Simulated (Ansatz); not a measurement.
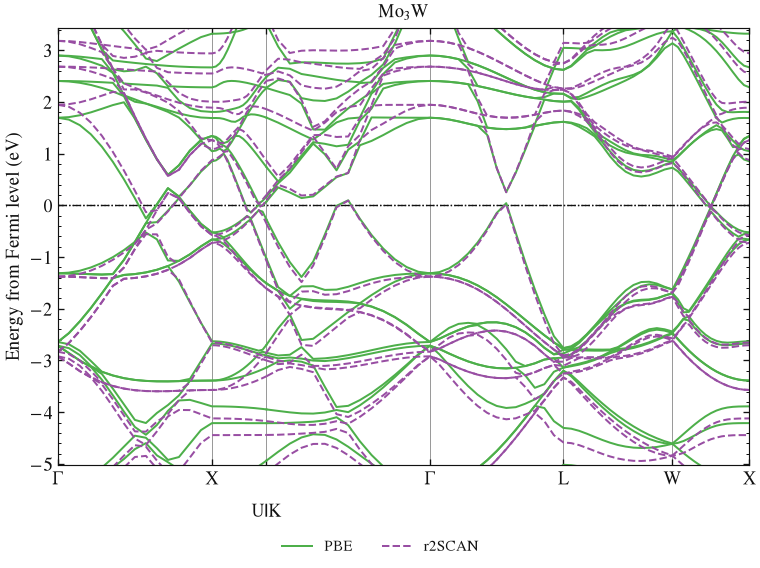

Band structures of Mo3W, space group Fm-3m (No. 225), 4 atoms in the cell, by two methods on the same cell. Each is counted from its own Fermi level.

> What changes from one method to the other?

Both give a metal. The 8 bands that come within 1 eV of the Fermi level differ by 0.11 eV on average and by 0.28 eV at most (between Γ and X).

Settings. PBE: DFT PBE, scalar-relativistic, plane waves, PAW, no spin polarisation, 12×12×12 k mesh, 420 eV cutoff, Gaussian smearing of 0.1 eV (Ansatz). r2SCAN: DFT r2SCAN, scalar-relativistic, plane waves, PAW, no spin polarisation, 12×12×12 k mesh, 500 eV cutoff (Ansatz).

The structure is an invented one, so it need not be a known or stable phase. Spin-orbit coupling is left out, which matters for W.
